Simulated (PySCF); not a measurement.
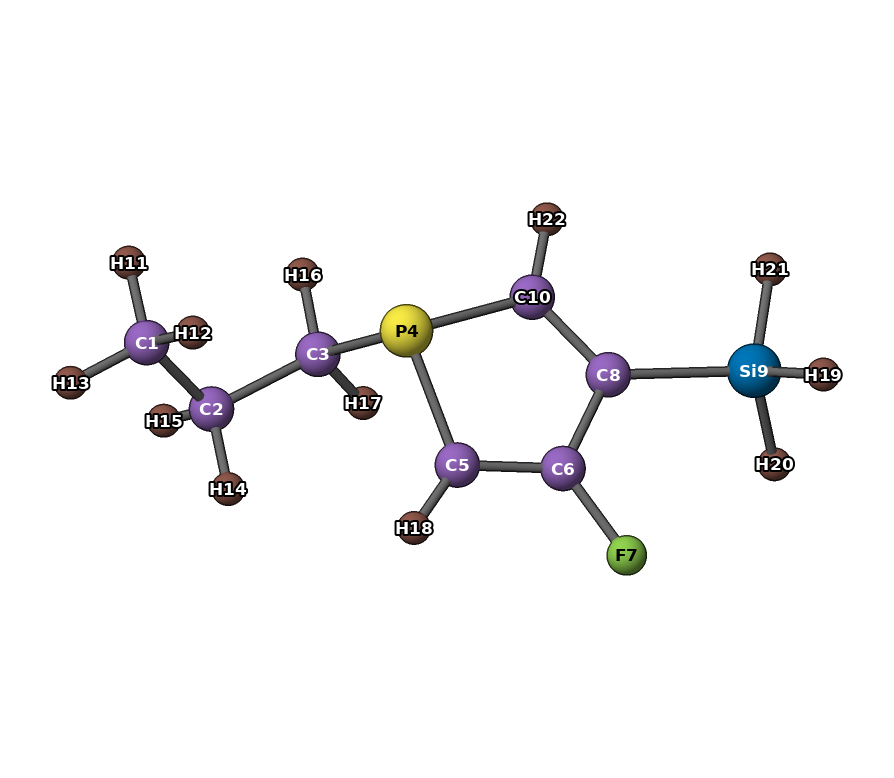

The questions are on isotropic NMR shieldings of the C atoms. The computed structure is the end point of a GFN2-xTB optimisation. No frequency run is at hand to confirm it as a minimum. Level of theory: GIAO PBE0/pcSseg-1 NMR shielding, non-relativistic, gas phase (PySCF 2.14.0).

List the isotropic NMR shieldings of the C atoms.

| atom | σ (ppm) |
| --- | --- |
| C1 | 169.7 |
| C2 | 160.8 |
| C3 | 150.3 |
| C5 | 72.0 |
| C6 | 10.1 |
| C8 | 42.5 |
| C10 | 22.5 |

The geometry is semi-empirical. Around P, Si such bond lengths and angles can be off by a tenth of an ångström or more and by several degrees, and values that hang on the shape move with them.
